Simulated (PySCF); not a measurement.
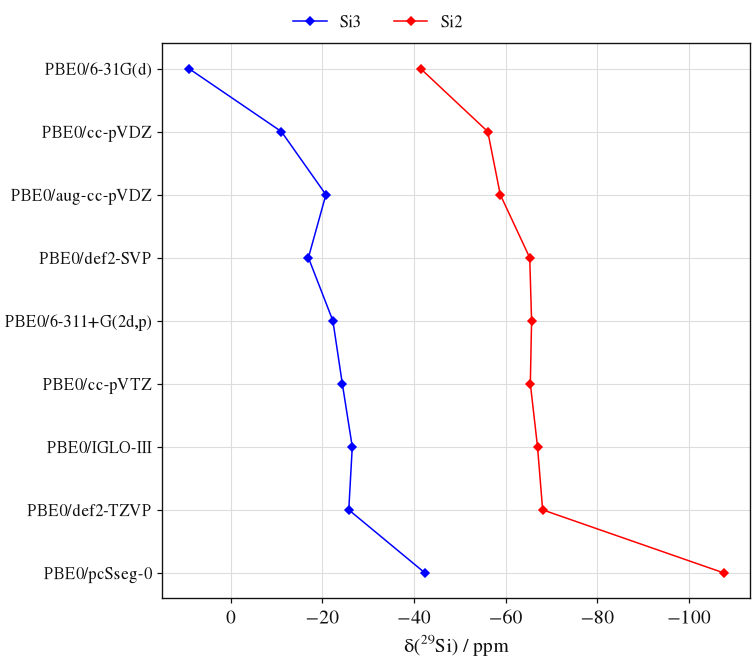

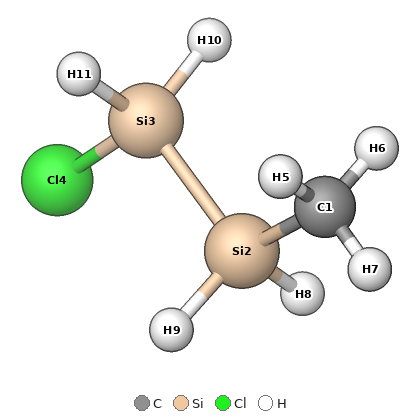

GIAO ²⁹Si shifts of CH₇ClSi₂, SMILES C[SiH2][SiH2]Cl at several levels, one geometry, PySCF, at a PBE0-D3(BJ)/def2-SVP geometry (no frequency check); values of one conformer, averaged over methyl-type rotors and exact or near symmetry; other conformers aren't averaged in; each against TMS at the same level.

**How much does each signal move over these levels?**

| atoms | lowest | highest | spread (ppm) |
| --- | --- | --- | --- |
| Si3 | −42.4 | 9.1 | 51.5 |
| Si2 | −107.6 | −41.4 | 66.1 |

**Do all levels give the signals in the same order?**

Yes, the order of the signals is the same at every level.
